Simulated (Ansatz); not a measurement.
# Calculations on CH₄BFS

### Relaxation

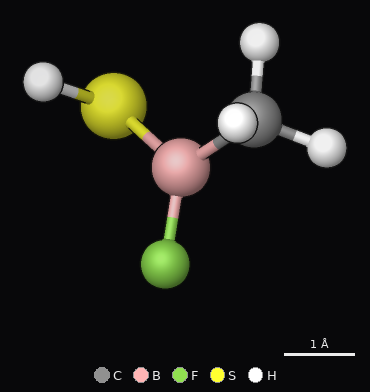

CH4BFS, before the relaxation. A ball-and-stick model, seen at a tilt.

The run prepares an end point of a later path (torsion) calculation, from a guessed geometry.

Level of theory: Ansatz, RHF/def2-SVP.

Input file:
```yaml
crystal:
  periodic: [false, false, false]
  atoms:
    - { symbol: C, position_ang: [-0.0036, 0.9686, -0.1407] }
    - { symbol: B, position_ang: [0.4529, -0.492, -0.1085] }
    - { symbol: F, position_ang: [1.8129, -0.7687, 0.1578] }
    - { symbol: S, position_ang: [-0.6682, -1.8983, -0.4133] }
    - { symbol: H, position_ang: [0.134, 1.487, 0.8126] }
    - { symbol: H, position_ang: [0.4988, 1.5815, -0.9427] }
    - { symbol: H, position_ang: [-1.1117, 1.044, -0.3724] }
    - { symbol: H, position_ang: [-1.0229, -1.9792, 0.9514] }
basis:
  gaussian: { orbitals: def2-SVP }
hamiltonian:
  xc: hf
relax:
  f_tol: 0.015
  max_steps: 40
output:
  orbitals: {}
```

Command:
```bash
ansatz run input.yaml --threads 1 --pin off --max-ram 2048MiB --backend cpu --events-out ev --progress --plain --runs-dir out
```

Where does the relaxation end?

Answer. The energy falls by 85.5 kJ/mol in 19 accepted moves (20 points after the start). The largest force component goes from 3.7 to 0.0023 eV/Å. The line search rejected the trial step at point 12 of the run. The forces were under the threshold at step 13, but the run went on from there. The largest move after the best rigid fit is that of H8, 1.00 Å. Largest moves by element: H 1.00 Å, S 0.72 Å, F 0.25 Å, B 0.19 Å, C 0.09 Å. Some distances before and after: B2–F3 1.413 → 1.322 Å, S4–H8 1.412 → 1.333 Å, C1–B2 1.531 → 1.572 Å, C1–H6 1.127 → 1.094 Å. Among the angles between lasting bonds that change: B2–S4–H8 92.1° → 98.0°, B2–C1–H6 113.6° → 109.0°, B2–C1–H5 113.4° → 108.9°. Groups turn about B2–S4 by about 90°.

Step by step:

```csv
step,"E − E(0), kJ/mol","largest force component, eV/Å",note
0,0.00,3.7177,
1,-31.15,2.0550,
2,-36.65,0.5927,
3,-40.10,0.7677,
4,-45.18,1.2759,
5,-62.53,0.9279,
6,-75.84,0.5310,
7,-82.30,0.4703,
8,-83.37,0.4040,
9,-84.43,0.3838,
10,-85.37,0.0829,
11,-85.43,0.0939,
12,-85.32,0.1872,rejected
13,-85.46,0.0114,
14,-85.47,0.0541,
15,-85.49,0.0484,
16,-85.52,0.0108,
17,-85.53,0.0161,
18,-85.53,0.0266,
19,-85.53,0.0162,
20,-85.54,0.0023,
```

Final geometry:

```xyz
8

C    -0.0496    0.9183   -0.0789
B     0.5912   -0.5145    0.0123
F     1.9089   -0.6196   -0.0254
S    -0.2960   -2.0948    0.1702
H     0.3288    1.5293    0.7460
H     0.2850    1.3999   -1.0024
H    -1.1380    0.9347   -0.0524
H    -1.5381   -1.6104    0.1748
```

After the run, drawn alike:

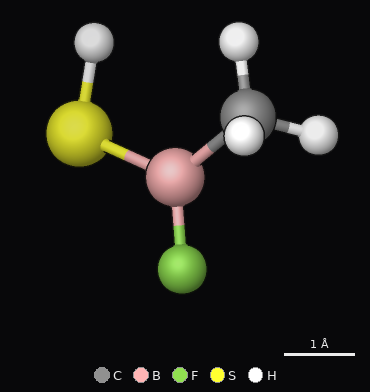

Limits of the set-up: Hartree-Fock leaves out electron correlation.

### Relaxation

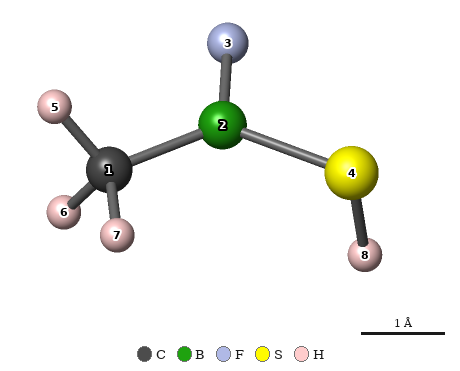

Starting structure of CH4BFS. A ball-and-stick model, seen at a tilt.

The run prepares an end point of a later path (torsion) calculation, from a guessed geometry.

All numbers below come from RHF/def2-SVP (Ansatz).

Input
```yaml
crystal:
  periodic: [false, false, false]
  atoms:
    - { symbol: C, position_ang: [-0.0036, 0.9686, -0.1407] }
    - { symbol: B, position_ang: [0.4529, -0.492, -0.1085] }
    - { symbol: F, position_ang: [1.8129, -0.7687, 0.1578] }
    - { symbol: S, position_ang: [-0.6682, -1.8983, -0.4133] }
    - { symbol: H, position_ang: [0.134, 1.487, 0.8126] }
    - { symbol: H, position_ang: [0.4988, 1.5815, -0.9427] }
    - { symbol: H, position_ang: [-1.1117, 1.044, -0.3724] }
    - { symbol: H, position_ang: [-0.37783, -1.89809, -1.79549] }
basis:
  gaussian: { orbitals: def2-SVP }
hamiltonian:
  xc: hf
relax:
  f_tol: 0.015
  max_steps: 40
```

Command:
```bash
ansatz run input.yaml --threads 1 --pin off --max-ram 2048MiB --backend cpu --events-out ev --progress --plain --runs-dir out
```

> Where does the relaxation end?

H8 moves most after the best rigid fit: 1.13 Å. By element the largest moves are H 1.13 Å, S 0.64 Å, F 0.43 Å, B 0.32 Å, C 0.14 Å. Among the contacts that change: B2–F3 1.413 → 1.323 Å, S4–H8 1.412 → 1.335 Å, C1–B2 1.531 → 1.571 Å, C1–H6 1.127 → 1.094 Å. Among the angles between lasting bonds that change: B2–S4–H8 92.1° → 98.1°, B2–C1–H5 113.4° → 109.0°, B2–C1–H6 113.6° → 109.5°. Groups turn about B2–S4 by about 90°. Over 11 accepted moves (12 points after the start) the energy falls by 0.921 eV. Largest force component: 3.7 eV/Å at the start, 0.013 eV/Å at the end. The line search rejected the trial step at point 9 of the run. Cost: 23 s on 1 thread of Arm Neoverse V2, on a shared host, peak memory 0.14 GiB.

Step by step:

```tsv
step	E − E(0), eV	largest force component, eV/Å	note
0	0.0000	3.7265	
1	-0.3178	1.9647	
2	-0.3187	1.4083	
3	-0.4546	0.4031	
4	-0.5421	1.0214	
5	-0.6256	1.3722	
6	-0.8026	0.8577	
7	-0.8921	0.4750	
8	-0.9186	0.1420	
9	-0.9098	0.5302	rejected
10	-0.9206	0.0375	
11	-0.9210	0.0090	
12	-0.9211	0.0131
```

The structure at the end:

```xyz
8

C    -0.0466    1.0922   -0.0994
B     0.3642   -0.3937   -0.4002
F     1.6214   -0.7666   -0.2266
S    -0.8364   -1.6305   -0.9737
H     0.1611    1.3133    0.9523
H     0.5736    1.7700   -0.6930
H    -1.0953    1.3103   -0.2992
H    -0.0047   -2.6711   -1.0629
```

After the run, drawn alike:

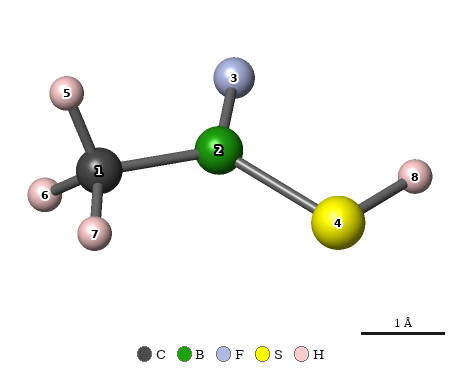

Limits of the set-up: Hartree-Fock leaves out electron correlation.

### Path

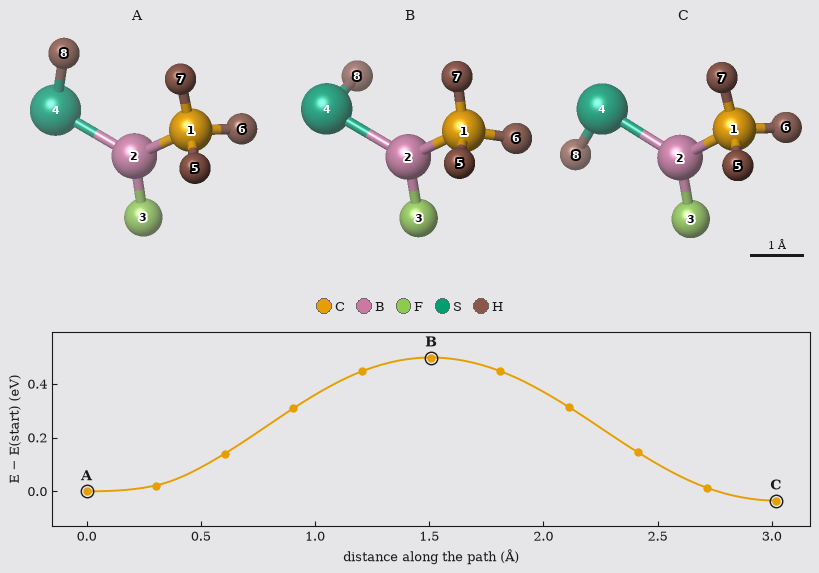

NEB run on CH4BFS. Images are numbered from 0 (start) to 10 (end). Frames A to C are images 0, 5, 10. A ball-and-stick model, seen at a tilt.

Level of theory: RHF/def2-SVP in Ansatz 0.2.0. Settings: 9 movable images; climbing image; force threshold 0.05 eV/Å; iteration limit 60; starting path by image-dependent pair potential.

Question: What happens along the path, and what is the barrier?

Answer: The motion is a rotation about the B2–S4 bond by about 180°. No bond forms or breaks between the ends. Among the angles between lasting bonds that change up to the highest image: B2–S4–H8 98.0° → 93.4°, F3–B2–S4 114.8° → 117.1°. Forward barrier 0.50 eV, backward barrier 0.53 eV, with image 5 at the top; the reaction energy is −0.03 eV. The band converged in 6 iterations. The largest component of the band force went from 1.2 to 0.04 eV/Å. The climbing image converged on the top of the path. Its vibrational analysis gives 2 imaginary modes over 30i cm⁻¹, so it isn't confirmed as a transition state.

Limits of the set-up: Hartree-Fock leaves out electron correlation.

Cost: 70 s on 1 thread of Arm Neoverse V2 (shared host), peak memory 0.14 GiB.
